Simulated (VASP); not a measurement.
Data:

```xyz
2
Lattice="3.3774 0.0000 0.0000 0.0000 3.3774 0.0000 0.0000 0.0000 3.3774" Properties=species:S:1:pos:R:3 pbc="T T T"
Ta     0.0000     0.0000     0.0000
Sb     1.6887     1.6887     1.6887
```

Level of theory: PBEsol GGA, VASP's PBE PAW potentials (set 64) (plane waves; VASP). Run with 400 eV cut-off, 12×12×12 Γ-centred mesh, tetrahedra with Blöchl corrections, potentials Ta_pv Sb.

Unless said otherwise, spin-orbit coupling is left out, though it shifts the bands of the heavy elements here.

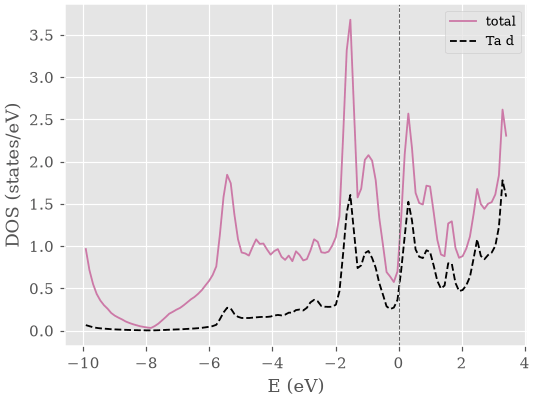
Figure: Total and projected density of states, zero at the Fermi level

Within 2 eV below the Fermi level the largest weight inside VASP's projection spheres is Ta d, then Sb p.

It has no gap at this level: it comes out as a metal or semimetal.

The structure was generated: TaSb was put into the CsCl type type (Pm-3m), which need not be its known phase. It was relaxed first, which changed the volume by -41 %.
